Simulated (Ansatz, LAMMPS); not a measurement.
# Forces and charges in aqueous K+ and HSO4-, 2.1 mol of salt per kg of water at 300 K (173 atoms)

What does DFT give for aqueous K+ and HSO4-, 2.1 mol of salt per kg of water at 300 K (173 atoms) as built?

Program: Ansatz 0.2.0. Level of theory: Kohn-Sham DFT, r2SCAN+D4, PAW (set soft_2), plane waves. Results are calculated unless marked as measured.

### Step 1. Set-up

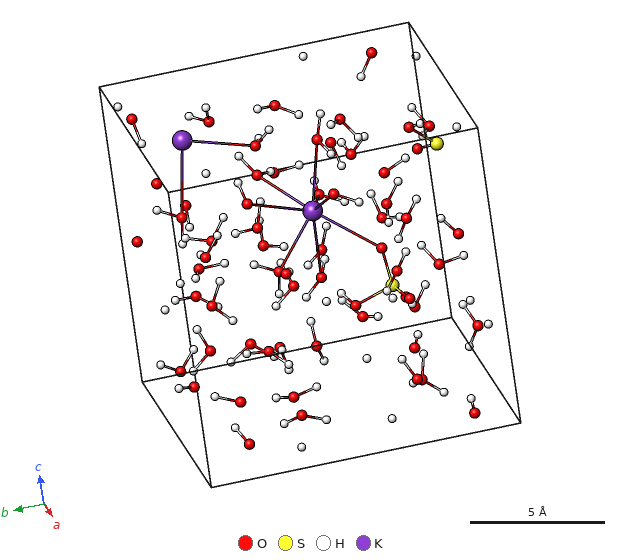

The cell as given, from a free direction (oxygen red, sulfur yellow, hydrogen white, potassium purple). Bonds to atoms that aren't drawn are left out. Some periodic images of atoms are drawn too.

The cell holds 173 atoms: 61 O, 2 S, 108 H and 2 K. Its edges and angles: a = 12.028 Å, b = 12.028 Å, c = 12.028 Å, α = 90.0°, β = 90.0°, γ = 90.0°. 53 H2O, 2 K+, 2 HSO4- placed at random, at 1.17 g/cm³; overlaps pushed apart, then 10 ps at 420 K with Joung-Cheatham ions (J. Phys. Chem. B 112, 9020 (2008)); MMFF94 bonds, angles, torsions, charges and radii (Halgren, J. Comput. Chem. 17, 490 (1996)) in harmonic and 12-6 forms; SPC/E water (Berendsen, Grigera and Straatsma, J. Phys. Chem. 91, 6269 (1987)); charges of ions scaled by 0.85. Snapshot after 20 ps at 300 K and fixed volume.

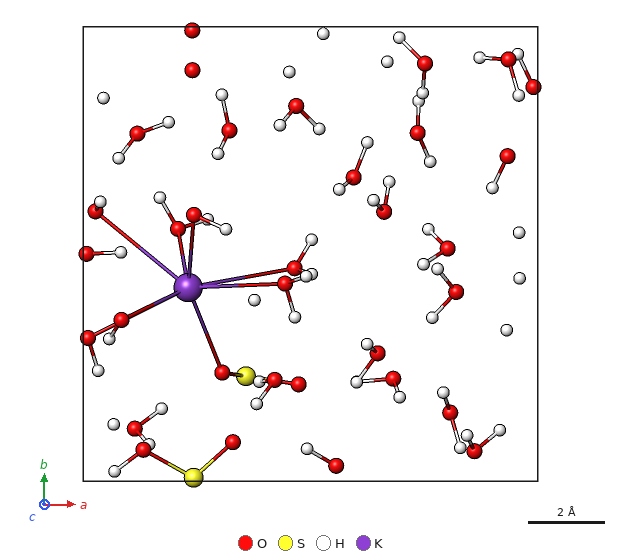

A slice 6 Å thick through the middle of the cell. Bonds to atoms that aren't drawn are left out.

Limits known from the start: The network of contacts between molecules at the start is that of the classical potential that made the cell, and needn't be the one that DFT or experiment would give. The concentration wasn't checked against solubility and may exceed it. The density was typed from a rule of thumb and may lie off the real one at this temperature. Only the Γ point is sampled, in a cell whose shortest periodic width is 12 Å.

### Step 2. How the cell was made

A classical potential supplies the starting structure, since it reaches far longer times than DFT.

This step: classical MD, Joung-Cheatham ions (J. Phys. Chem. B 112, 9020 (2008)); MMFF94 bonds, angles, torsions, charges and radii (Halgren, J. Comput. Chem. 17, 490 (1996)) in harmonic and 12-6 forms; SPC/E water (Berendsen, Grigera and Straatsma, J. Phys. Chem. 91, 6269 (1987)); charges of ions scaled by 0.85 (LAMMPS 22 Jul 2025 - Update 4).

in.lmp

```
# aqueous K+ and HSO4-, 2.1 mol of salt per kg of water
units real
atom_style full
boundary p p p
bond_style harmonic
angle_style harmonic
dihedral_style opls
improper_style harmonic
special_bonds lj 0 0 0.5 coul 0 0 0.75
read_data data.lmp
neigh_modify delay 0 every 1 check yes one 4000
comm_modify cutoff 12.0
timestep 0.5
thermo_style custom step time temp pe press density
thermo_modify norm yes
# push overlapping molecules apart
pair_style soft 2.6
pair_coeff * * 0.0
variable a equal ramp(1,60)
fix ad all adapt 1 pair soft a * * v_a
velocity all create 420 839833 mom yes dist gaussian
fix lim all nve/limit 0.03
fix lan all langevin 420 420 50 839834 zero yes
thermo 1000
run 3000 post no
unfix ad
pair_style lj/cut/coul/long 9.0
pair_modify mix arithmetic tail yes
pair_coeff 1 1 0.0763 3.0430   # O
pair_coeff 2 2 0.2681 3.4180   # S
pair_coeff 3 3 0.0763 3.0960   # O
pair_coeff 4 4 0.0100 1.2000   # H
pair_coeff 5 5 0.1553 3.1660   # O
pair_coeff 6 6 0.0000 1.0000   # H
# [... 20 lines left out ...]
compute msd all msd com yes
thermo 5000
fix md all nvt temp 300 300 100
run 20000 post no
print "== T300: mean square displacement over the hold $(c_msd[4]:%.2f) A^2"
unfix md
uncompute msd
write_dump all custom T300.dump id type xs ys zs modify sort id
```

Command:

```bash
> lmp -in in.lmp -log none -nocite
```

Output:

```text
LAMMPS (22 Jul 2025 - Update 4)
Reading data file ...
  orthogonal box = (0 0 0) to (12.02799 12.02799 12.02799)
  173 atoms
  orthogonal box = (0 0 0) to (12.02799 12.02799 12.02799)
  116 bonds
  67 angles
  6 dihedrals
   Step          Time           Temp          PotEng         Press         Density
         0   0              420            0.41293373     9898.9608      1.1709997
      1000   500            417.33064      1.2195981      35675.234      1.1709997
      2000   1000           449.38398      0.99696313     37266.302      1.1709997
      3000   1500           456.33159      0.95645559     45985.21       1.1709997
Loop time of 0.182826 s on 1 MPI rank(s) for 3000 steps with 173 atoms
PPPM initialization ...
WARNING: System is not charge neutral, net charge = -0.00012
  G vector (1/distance) = 0.3067004
  grid = 8 8 8
  estimated relative force accuracy = 5.5961041e-05
   Step          Time           Temp          PotEng         Press         Density
      3000   1500           456.33159      0.050305001    49409.675      1.1709997
      3100   1550           456.33159     -6.0237081     -651.34899      1.1709997
      3200   1600           456.33159     -6.3470935      1420.3901      1.1709997
      3300   1650           456.33159     -6.4650769      2914.6453      1.1709997
[... 3 lines left out ...]
  Energy initial, next-to-last, final =
    0.0503050011751282  -6.46423709862983  -6.46507692118645
  Force two-norm initial, final = 780.60814 17.407198
  Iterations, force evaluations = 300 597
   Step          Time           Temp          PotEng         Press         Density
         0   0              420           -6.4650769      2425.3164      1.1709997
      1000   500            410.54527     -5.0874053     -6321.4448      1.1709997
      2000   1000           411.82506     -5.1760518     -1873.8712      1.1709997
Loop time of 1.09758 s on 1 MPI rank(s) for 2000 steps with 173 atoms
   Step          Time           Temp          PotEng         Press         Density
      2000   1000           595.24294     -5.6522595      542.86841      1.1709997
[... 5 lines left out ...]
Loop time of 5.95471 s on 1 MPI rank(s) for 10000 steps with 173 atoms
   Step          Time           Temp          PotEng         Press         Density
[... 4 lines left out ...]
Loop time of 2.93999 s on 1 MPI rank(s) for 5000 steps with 173 atoms
   Step          Time           Temp          PotEng         Press         Density
[... 2 lines left out ...]
     25000   24000          343.34525     -5.7259197      2186.7787      1.1709997
     30000   29000          300.6555      -5.7825262      70.087365      1.1709997
     35000   34000          295.29482     -5.7686974      2577.8545      1.1709997
     37000   36000          299.55717     -5.736671       1788.9014      1.1709997
Loop time of 11.6069 s on 1 MPI rank(s) for 20000 steps with 173 atoms
== T300: mean square displacement over the hold 19.50 A^2
```

Run time: 22 s. Hardware: 1 thread of Arm Neoverse V2, shared host; peak memory 0.13 GiB.

The input also reads data.lmp (atoms, bonds and types; not printed here).

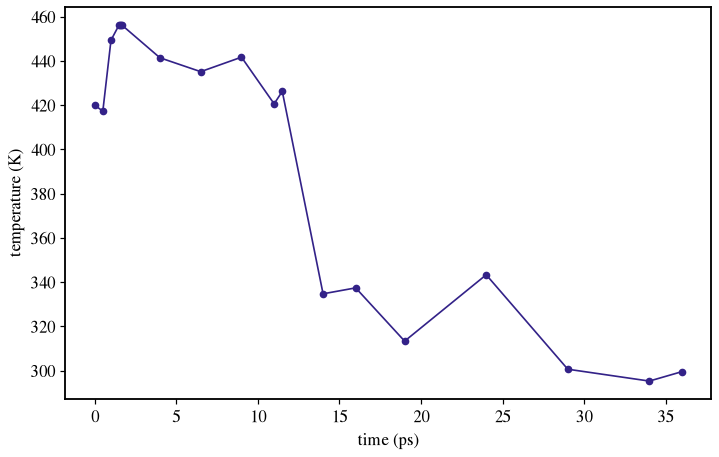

Temperature against time.

[end of part 1 of 3]

[Logs are printed without paths, hosts, clocks, repeated set-up lines and the standing remarks that a program may print on its own settings, such as how far it seeks lower states.]

[Hosts, paths, dates, database ids (printed as entryN), source tags and the programs' standing remarks are cut or masked in the printed files.]

[The MMFF94 radii named for the starting cell were scaled by 0.96; in molecules described by MMFF94, hydrogen bound to N, O or S took a small fixed 12-6 site in their place.]
